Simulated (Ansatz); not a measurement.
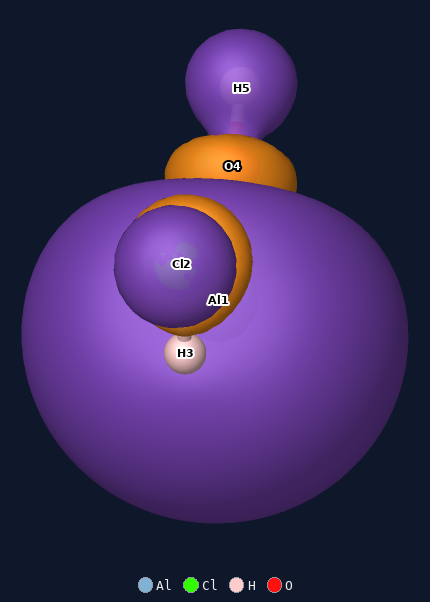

Figure 1: AlHO···HCl. The HOMO at ±0.06 Å⁻³ᐟ² (orange and purple are the two phases), seen at an oblique angle.

Method: RKS r2SCAN/def2-SVP (Ansatz 0.2.0).

Input file:

```
crystal:
  periodic: [false, false, false]
  atoms:
    - { symbol: Al, position_ang: [-0.088671, 0.301819, -1.045348] }
    - { symbol: Cl, position_ang: [1.726273, -0.318255, 1.802484] }
    - { symbol: H, position_ang: [2.074151, 0.292854, 0.668588] }
    - { symbol: O, position_ang: [-1.591542, -0.363198, -0.684928] }
    - { symbol: H, position_ang: [-2.414911, -0.75992, -0.408096] }
basis:
  gaussian: { orbitals: def2-SVP }
hamiltonian:
  xc: r2scan
relax:
  f_tol: 0.03
  max_steps: 50
output:
  orbitals: {}
```

Launched as:

```sh
ansatz run input.yaml --threads 1 --pin off --max-ram 2048MiB --backend cpu --events-out ev --progress --plain --runs-dir out
```

The fields are those of the run's last geometry, not of the input's.

### Where does this orbital lie, and at what energy?

It lies mainly on Al1 (about 90 %); it is symmetric in the molecular plane (an in-plane orbital: σ, lone-pair or in-plane π type). Its energy is −5.88 eV.
